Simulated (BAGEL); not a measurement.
**One shape, several levels: triplet C2H7BO**

We compute a comparison of 3 runs (ROHF/6-31G*, UHF/6-31G*, ROHF/cc-pVDZ) of triplet C2H7BO. 

The calculation is run with BAGEL 1.2.2.

4 further runs of the same task are left out: 4 that didn't finish. Runs told in other sessions of the task aren't counted.

## Step 1: Starting point

C2H7BO: 11 atoms, total charge 0, spin state triplet. As SMILES of the parent species, `CBOC`. The shape is that of a PBE0-D4/def2-TZVP optimisation. This is one conformer, not always the lowest. That shape belongs to the parent species and isn't relaxed for this state.

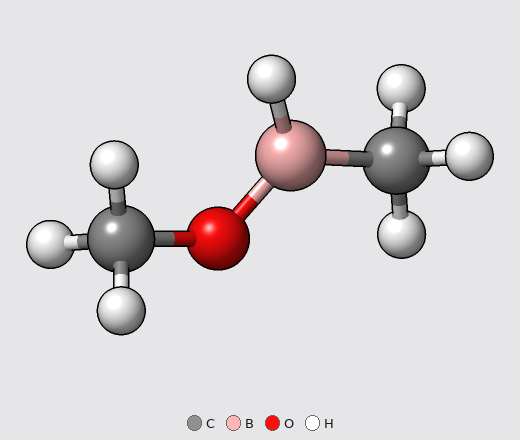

Viewed from a chosen angle; carbon grey, boron pink, oxygen red, hydrogen white.

## Step 2: A single-point energy at ROHF/6-31G(d) (density fitting with qzvpp-jkfit, spherical functions) (run 1)

Input file input.json:

```json
{ "bagel" : [

{
  "title" : "molecule",
  "basis" : "6-31gs.json",
  "df_basis" : "qzvpp-jkfit",
  "angstrom" : "true",
  "geometry" : [
    { "atom" : "C", "xyz" : [   -1.306200,    1.341700,   -0.364700 ] },
    { "atom" : "B", "xyz" : [   -0.434700,    0.206700,    0.257100 ] },
    { "atom" : "O", "xyz" : [    0.626600,   -0.267100,   -0.425200 ] },
    { "atom" : "C", "xyz" : [    1.454400,   -1.289700,    0.083900 ] },
    { "atom" : "H", "xyz" : [   -0.966000,    1.657000,   -1.352600 ] },
    { "atom" : "H", "xyz" : [   -2.351400,    1.021300,   -0.437600 ] },
    { "atom" : "H", "xyz" : [   -1.315700,    2.214600,    0.297900 ] },
    { "atom" : "H", "xyz" : [   -0.678700,   -0.268200,    1.340800 ] },
    { "atom" : "H", "xyz" : [    1.446400,   -2.133000,   -0.610100 ] },
    { "atom" : "H", "xyz" : [    1.113800,   -1.626100,    1.067400 ] },
    { "atom" : "H", "xyz" : [    2.476800,   -0.914200,    0.163700 ] }
  ]
},
{
  "title" : "rohf",
  "nopen" : 2
},
{
  "title" : "print",
  "file" : "orbitals.molden",
  "orbitals" : "true"
}

]}
```

The basis set 6-31G* is read from a file made from the Basis Set Exchange's data (not shown).

Command:

```sh
BAGEL_NUM_THREADS=1 BAGEL input.json > input.out
```

Standard output:

```text
* using 1 threads per process

  ===============================================================
  ===============================================================

  *** Geometry ***

  { "atom" : "C", "xyz" : [     -2.468360,      2.535446,     -0.689183 ] },
  { "atom" : "B", "xyz" : [     -0.821464,      0.390606,      0.485849 ] },
  { "atom" : "O", "xyz" : [      1.184102,     -0.504746,     -0.803512 ] },
  { "atom" : "C", "xyz" : [      2.748418,     -2.437180,      0.158548 ] },
  { "atom" : "H", "xyz" : [     -1.825475,      3.131276,     -2.556044 ] },
  { "atom" : "H", "xyz" : [     -4.443502,      1.929977,     -0.826944 ] },
  { "atom" : "H", "xyz" : [     -2.486313,      4.184987,      0.562949 ] },
  { "atom" : "H", "xyz" : [     -1.282557,     -0.506825,      2.533745 ] },
  { "atom" : "H", "xyz" : [      2.733300,     -4.030786,     -1.152922 ] },
  { "atom" : "H", "xyz" : [      2.104777,     -3.072884,      2.017094 ] },
  { "atom" : "H", "xyz" : [      4.680474,     -1.727588,      0.309348 ] },

  Number of auxiliary basis functions:      428

  Since a DF basis is specified, we compute 2- and 3-index integrals:
    o Being stored without compression. Storage requirement is 0.017 GB

  Number of basis functions:       70
  Number of electrons      :       32

    * METHOD: MOLECULE                             0.11

  *** Open-shell HF ***

  === Nuclear Repulsion ===
   114.5372920397

      * DIIS with orbital gradients will be used.

  === ROHF iteration (6-31gs.json) ===
      0       -178.94783657          0.04236478           0.04
      1       -179.06853949          0.02661691           0.04
      2       -179.10030968          0.01786519           0.04
      3       -179.12703685          0.00148526           0.04
      4       -179.12728514          0.00057502           0.04
      5       -179.12737875          0.00023139           0.04
[... 24 lines of this table left out ...]
     30       -179.12756108          0.00000001           0.04
     31       -179.12756109          0.00000001           0.04
    * SCF iteration converged.

    * S^2 (ROHF) is 2.0000

    * Permanent dipole moment:
           (    0.314026,    -0.196104,    -0.119308) a.u.

    * METHOD: ROHF                                 1.45

    * METHOD: PRINT                                0.01

  ===============================================================
```

Wall time 1.8 s (1 thread of AMD EPYC 9R45 (Zen 5), shared host).

## Step 3: A single-point energy at UHF/6-31G(d) (density fitting with qzvpp-jkfit, spherical functions) (run 2)

Input file calc.json:

```json
{ "bagel": [

{
  "title": "molecule",
  "basis": "6-31gs.json",
  "df_basis": "qzvpp-jkfit",
  "angstrom": true,
  "geometry": [
    { "atom": "C", "xyz": [      -1.306200,       1.341700,      -0.364700 ] },
    { "atom": "B", "xyz": [      -0.434700,       0.206700,       0.257100 ] },
    { "atom": "O", "xyz": [       0.626600,      -0.267100,      -0.425200 ] },
    { "atom": "C", "xyz": [       1.454400,      -1.289700,       0.083900 ] },
    { "atom": "H", "xyz": [      -0.966000,       1.657000,      -1.352600 ] },
    { "atom": "H", "xyz": [      -2.351400,       1.021300,      -0.437600 ] },
    { "atom": "H", "xyz": [      -1.315700,       2.214600,       0.297900 ] },
    { "atom": "H", "xyz": [      -0.678700,      -0.268200,       1.340800 ] },
    { "atom": "H", "xyz": [       1.446400,      -2.133000,      -0.610100 ] },
    { "atom": "H", "xyz": [       1.113800,      -1.626100,       1.067400 ] },
    { "atom": "H", "xyz": [       2.476800,      -0.914200,       0.163700 ] }
  ]
},

{ "title": "uhf", "nopen": 2 },

{ "title": "print", "file": "orbitals.molden", "orbitals": true }

]}
```

The basis set 6-31G* is read from a file made from the Basis Set Exchange's data (not shown).

Command:

```sh
BAGEL_NUM_THREADS=1 BAGEL calc.json > calc.out
```

Standard output:

```text
* using 1 threads per process

  ===============================================================
  ===============================================================

  *** Geometry ***

  { "atom" : "C", "xyz" : [     -2.468360,      2.535446,     -0.689183 ] },
  { "atom" : "B", "xyz" : [     -0.821464,      0.390606,      0.485849 ] },
  { "atom" : "O", "xyz" : [      1.184102,     -0.504746,     -0.803512 ] },
  { "atom" : "C", "xyz" : [      2.748418,     -2.437180,      0.158548 ] },
  { "atom" : "H", "xyz" : [     -1.825475,      3.131276,     -2.556044 ] },
  { "atom" : "H", "xyz" : [     -4.443502,      1.929977,     -0.826944 ] },
  { "atom" : "H", "xyz" : [     -2.486313,      4.184987,      0.562949 ] },
  { "atom" : "H", "xyz" : [     -1.282557,     -0.506825,      2.533745 ] },
  { "atom" : "H", "xyz" : [      2.733300,     -4.030786,     -1.152922 ] },
  { "atom" : "H", "xyz" : [      2.104777,     -3.072884,      2.017094 ] },
  { "atom" : "H", "xyz" : [      4.680474,     -1.727588,      0.309348 ] },

  Number of auxiliary basis functions:      428

  Since a DF basis is specified, we compute 2- and 3-index integrals:
    o Being stored without compression. Storage requirement is 0.017 GB

  Number of basis functions:       70
  Number of electrons      :       32

    * METHOD: MOLECULE                             0.11

  *** Open-shell HF ***

  === Nuclear Repulsion ===
   114.5372920397

      * DIIS with orbital gradients will be used.

  === UHF iteration (6-31gs.json) ===
      0       -178.94783657          0.04236478           0.04
      1       -179.07343240          0.02652322           0.04
      2       -179.10698865          0.01768750           0.04
      3       -179.13275741          0.00144458           0.04
      4       -179.13329299          0.00054928           0.04
      5       -179.13338923          0.00024471           0.04
[... 27 lines of this table left out ...]
     33       -179.13347081          0.00000002           0.04
     34       -179.13347081          0.00000001           0.04
    * SCF iteration converged.

    * S^2 (UHF) is 2.0147

    * Permanent dipole moment:
           (    0.207875,    -0.035370,    -0.230612) a.u.

    * METHOD: UHF                                  1.53

    * METHOD: PRINT                                0.01

  ===============================================================
```

Wall time 1.8 s (1 thread of AMD EPYC 9R45 (Zen 5), shared host).

## Step 4: The energy at ROHF/cc-pVDZ (density fitting with qzvpp-jkfit) (run 3)

Input file input.json:

```json
{ "bagel": [

{
  "title": "molecule",
  "basis": "cc-pvdz.json",
  "df_basis": "qzvpp-jkfit",
  "angstrom": "true",
  "geometry": [
    { "atom": "C", "xyz": [   -1.306200,    1.341700,   -0.364700 ] },
    { "atom": "B", "xyz": [   -0.434700,    0.206700,    0.257100 ] },
    { "atom": "O", "xyz": [    0.626600,   -0.267100,   -0.425200 ] },
    { "atom": "C", "xyz": [    1.454400,   -1.289700,    0.083900 ] },
    { "atom": "H", "xyz": [   -0.966000,    1.657000,   -1.352600 ] },
    { "atom": "H", "xyz": [   -2.351400,    1.021300,   -0.437600 ] },
    { "atom": "H", "xyz": [   -1.315700,    2.214600,    0.297900 ] },
    { "atom": "H", "xyz": [   -0.678700,   -0.268200,    1.340800 ] },
    { "atom": "H", "xyz": [    1.446400,   -2.133000,   -0.610100 ] },
    { "atom": "H", "xyz": [    1.113800,   -1.626100,    1.067400 ] },
    { "atom": "H", "xyz": [    2.476800,   -0.914200,    0.163700 ] }
  ]
},
{ "title": "rohf", "nopen": 2 },
{ "title": "print", "file": "orbitals.molden", "orbitals": "true" }

]}
```

The basis set cc-pVDZ is read from a file made from the Basis Set Exchange's data (not shown).

Command:

```sh
BAGEL_NUM_THREADS=1 BAGEL input.json > input.out
```

Standard output:

```text
* using 1 threads per process

  ===============================================================
  ===============================================================

  *** Geometry ***

  { "atom" : "C", "xyz" : [     -2.468360,      2.535446,     -0.689183 ] },
  { "atom" : "B", "xyz" : [     -0.821464,      0.390606,      0.485849 ] },
  { "atom" : "O", "xyz" : [      1.184102,     -0.504746,     -0.803512 ] },
  { "atom" : "C", "xyz" : [      2.748418,     -2.437180,      0.158548 ] },
  { "atom" : "H", "xyz" : [     -1.825475,      3.131276,     -2.556044 ] },
  { "atom" : "H", "xyz" : [     -4.443502,      1.929977,     -0.826944 ] },
  { "atom" : "H", "xyz" : [     -2.486313,      4.184987,      0.562949 ] },
  { "atom" : "H", "xyz" : [     -1.282557,     -0.506825,      2.533745 ] },
  { "atom" : "H", "xyz" : [      2.733300,     -4.030786,     -1.152922 ] },
  { "atom" : "H", "xyz" : [      2.104777,     -3.072884,      2.017094 ] },
  { "atom" : "H", "xyz" : [      4.680474,     -1.727588,      0.309348 ] },

  Number of auxiliary basis functions:      428

  Since a DF basis is specified, we compute 2- and 3-index integrals:
    o Being stored without compression. Storage requirement is 0.028 GB

  Number of basis functions:       91
  Number of electrons      :       32

    * METHOD: MOLECULE                             0.13

  *** Open-shell HF ***

  === Nuclear Repulsion ===
   114.5372920397

      * DIIS with orbital gradients will be used.

  === ROHF iteration (cc-pvdz.json) ===
      0       -178.94020298          0.03011055           0.06
      1       -179.08634287          0.01894276           0.06
      2       -179.11998896          0.01128100           0.06
      3       -179.14628114          0.00170226           0.06
      4       -179.14672766          0.00057691           0.06
      5       -179.14687456          0.00024876           0.06
[... 22 lines of this table left out ...]
     28       -179.14741151          0.00000001           0.06
     29       -179.14741150          0.00000001           0.06
    * SCF iteration converged.

    * S^2 (ROHF) is 2.0000

    * Permanent dipole moment:
           (    0.007890,     0.320325,    -0.526174) a.u.

    * METHOD: ROHF                                 1.79

    * METHOD: PRINT                                0.01

  ===============================================================
```

Run time: 2.1 s. Hardware: 1 thread of AMD EPYC 9R45 (Zen 5), shared host; peak memory 0.11 GiB.

## Step 5: The series

```
run                                                                level  energy (Eh)  dipole moment (D)   ⟨S²⟩  wall time
  1  ROHF/6-31G* (density fitting with qzvpp-jkfit, spherical functions)  -179.127561               0.99  2.000      1.8 s
  2   UHF/6-31G* (density fitting with qzvpp-jkfit, spherical functions)  -179.133471               0.79  2.015      1.8 s
  3                      ROHF/cc-pVDZ (density fitting with qzvpp-jkfit)  -179.147412               1.57  2.000      2.1 s
```

## Step 6: What came out

```
            quantity          value
 run 3: total energy  -179.14741 Eh
run 3: dipole moment         1.57 D
         run 3: ⟨S²⟩          2.000
```

In words: The dipole moment (its size) runs from 0.79 D (UHF/6-31G*) to 1.57 D (ROHF/cc-pVDZ). The two ends differ in method and basis. All runs together took 5.7 s, the longest 2.1 s.
